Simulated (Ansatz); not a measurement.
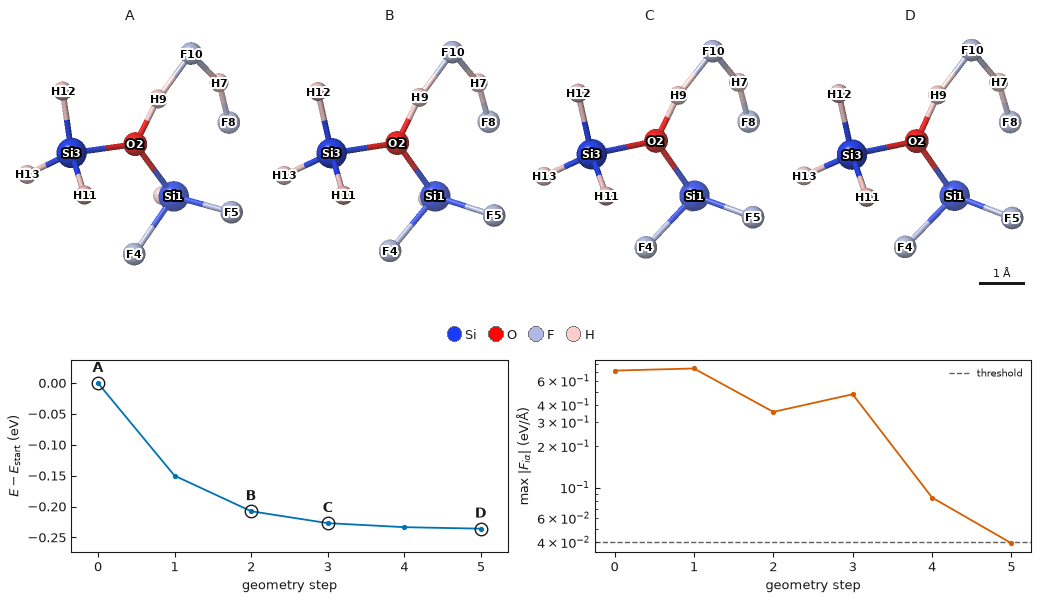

Frames of a constrained relaxation of Si2H6OF4, marked on the history of the run. A ball-and-stick model, seen at a tilt.

The reaction that was planned forms Si1–F8, H7–F10, O2–H9 and breaks Si1–O2, H7–F8, H9–F10 (atoms numbered from 1 in input order).

The calculation used RKS PBE0-D4/def2-SVP in Ansatz 0.2.0. Settings: held fixed: the distance between atoms 1 (Si) and 8 (F), the distance between atoms 7 (H) and 10 (F), the distance between atoms 2 (O) and 9 (H), the distance between atoms 1 (Si) and 2 (O), the distance between atoms 7 (H) and 8 (F), the distance between atoms 9 (H) and 10 (F), counting from 1; force threshold 0.04 eV/Å; at most 150 steps.

> Describe the path.

The atom that moves furthest after the best rigid fit is an F atom (0.26 Å). By element the largest moves are F 0.26 Å, H 0.25 Å, O 0.09 Å, Si 0.04 Å. Near-neighbour distances that change, for instance: O–Si 1.682 → 1.751 Å, H–Si 1.429 → 1.461 Å, F–Si 1.618 → 1.647 Å, H–Si 1.458 → 1.485 Å. Bond angles that change, for instance: F–Si–H 132.9° → 121.5°, O–Si–H 114.9° → 121.9°, O–Si–F 97.1° → 91.5°. After 5 geometry steps the energy has fallen by 0.236 eV. The largest force component goes from 0.71 to 0.039 eV/Å. From step 0 to 2: an H atom moves most (0.14 Å), energy −0.208 eV. From step 2 to 3: an H atom moves most (0.14 Å), energy −0.019 eV. From step 3 to 5: an F atom moves most (0.06 Å), energy −0.009 eV.

| step | E − E(0), eV | largest force component, eV/Å |
| --- | --- | --- |
| 0 | 0.0000 | 0.7129 |
| 1 | -0.1500 | 0.7384 |
| 2 | -0.2075 | 0.3564 |
| 3 | -0.2268 | 0.4791 |
| 4 | -0.2333 | 0.0846 |
| 5 | -0.2357 | 0.0393 |
